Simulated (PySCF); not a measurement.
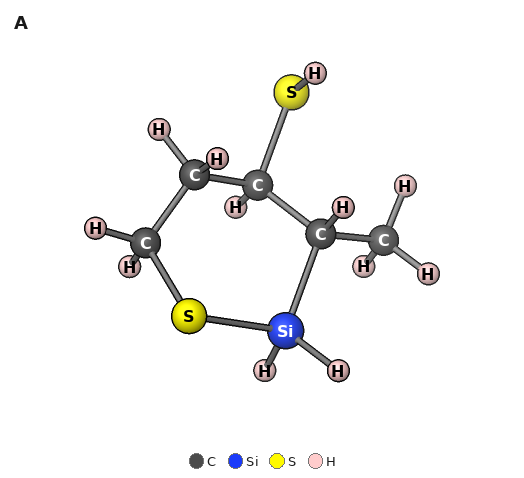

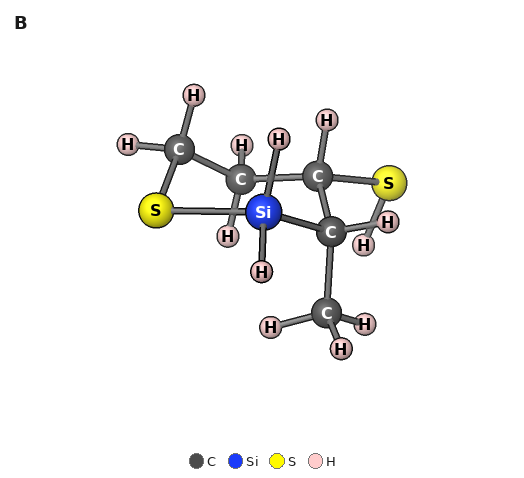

2 stationary structures of one formula. Geometries: GFN2-xTB. Electronic energies: PBE0/pcSseg-1 (PySCF 2.14.0), without zero-point energy. No frequency run is at hand to confirm each as a minimum.

**Are they conformers, stereoisomers or constitutional isomers?**

They are stereoisomers of C5H12S2Si: A `C[C@@H]1[SiH2]SCC[C@H]1S`, B `C[C@@H]1[SiH2]SCC[C@@H]1S`.

**Which structure is the most stable?**

A is lowest; B lies 0.008 eV above it.

The geometry is semi-empirical. Around Si such bond lengths and angles can be off by a tenth of an ångström or more and by several degrees, and values that hang on the shape move with them.
